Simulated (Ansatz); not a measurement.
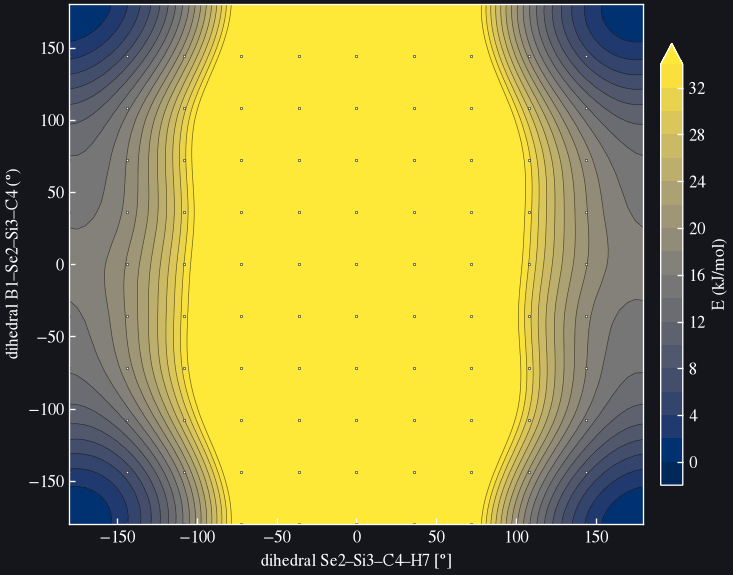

CH3BSeSi, SMILES B[Se][Si]#C. The first coordinate is: dihedral Se2–Si3–C4–H7; the second: dihedral B1–Se2–Si3–C4. Nothing is relaxed (all other coordinates rigid). Grid: 10 × 10 points; 69 points were computed and 31 follow by symmetry. Points are written as (first, second). Energies are in kJ/mol, from the relaxed molecule at the same level. The dihedral twists a double bond; near 90° a spin-restricted reference is unreliable. These are results of RKS CAM-B3LYP-D4/def2-SVP (Ansatz 0.2.0), not measurements.

In the figure: filled contours, dots at the grid points, one colour for all values above the top of the scale. Between grid points the surface is interpolated.

Q: Estimate the position of the minimum and the force constants in these coordinates.

A: The interpolated minimum is at dihedral Se2–Si3–C4–H7 ≈ −180°, dihedral B1–Se2–Si3–C4 ≈ −180°. The curvatures there are about 0.19 eV/rad² and 0.22 eV/rad², with a cross term of about −0.03 eV/rad². Round the minimum the two coordinates are weakly coupled (coupling −0.15 in units of the two stiffnesses). (1 eV is 96.5 kJ/mol.)
